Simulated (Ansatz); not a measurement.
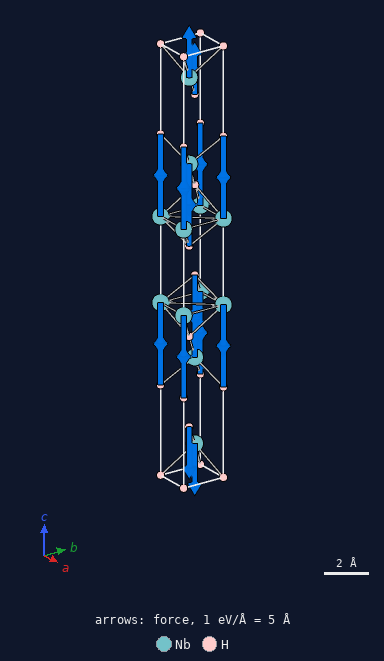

Starting geometry of solid Nb₂H₃ (built on the tetradymite_166 type) (coarse preliminary run) with the computed forces as blue arrows. Style: ball-and-stick. Shown: the conventional cell (3 times the calculation's cell), slightly off an axis. Lengths and directions refer to the drawn axes.

Case: tetradymite type (R-3m, No. 166).

These are results of DFT PBE, scalar-relativistic, plane waves, PAW (Ansatz), not measurements. Set-up: plane-wave cutoff 420 eV; k-point mesh 6 × 6 × 6; occupations gaussian; smearing width 0.1 eV; no spin polarisation; cell and atoms relaxed; force threshold 0.04 eV/Å; at most 70 steps.

> Is this structure relaxed? If not, where do the atoms go?

It isn't relaxed: the largest force vector, on H atoms, is 0.50 eV/Å. The atoms end up moving mostly along the starting forces (cosine between the two patterns 0.93). After 4 accepted moves (6 points after the start) the energy has fallen by 0.139 eV per cell of the calculation. The largest force component goes from 0.5 to 0.001 eV/Å. Pressure: −3.61 GPa at the start and 0.20 GPa at the end. The line search rejected the trial step at point 1 of the run. At 1 point the geometry stayed and the basis and grid were re-selected for the new cell (energy shift of 2.3 meV per cell of the calculation at most each time). The largest moves relative to the cell, 0.26 Å, are those of H atoms. Largest moves by element: H 0.26 Å, Nb 0.11 Å. The drawn cell changes as follows: a = b 2.933 → 2.961 Å (+1.0 %), c 20.394 → 20.941 Å (+2.7 %); the volume changes by +4.7 %. Some distances before and after: Nb–Nb 3.203 → 3.087 Å, H–Nb 2.056 → 2.005 Å, H–Nb 2.172 → 2.139 Å, Nb–Nb 2.933 → 2.961 Å. Bond angles that change, for instance: Nb–H–Nb 91.0° → 95.2°, Nb–H–Nb 95.0° → 92.4°, Nb–H–Nb 85.0° → 87.6°. The space group stays R-3m (No. 166).
